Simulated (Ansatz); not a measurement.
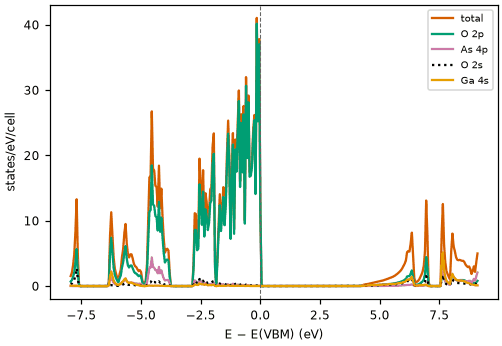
Fig. 1. Total and projected density of states of GaAsO4 in space group P3_121 (No. 152; Ga on 3a, As on 3b, O on 6c, O on 6c), DFT-r²SCAN in the program Ansatz with PAW potentials

Which orbitals carry the states next to the gap?

Top 1 eV of the valence band: O 2p 96 %. Bottom 1 eV of the conduction band: Ga 4s 28 %, O 2p 23 %, As 4s 21 %, O 2s 18 %, Ga 4p 6 %. Projections are on Löwdin-orthogonalised atomic valence shells; empty p or d shells of many metals are not among them.

The first step of the workflow began from a Materials Project structure, measured or hypothetical; the Crystallography Open Database files this formula in space group No. 152, but the cells were not matched. Its standing as an ambient phase is unchecked. The r²SCAN relaxation kept the symmetry of its start; whether a distortion lowers the energy is not shown. Scalar-relativistic: spin–orbit coupling is off unless named, which matters more the heavier the elements.

Potentials: the later of the program's two PAW sets.
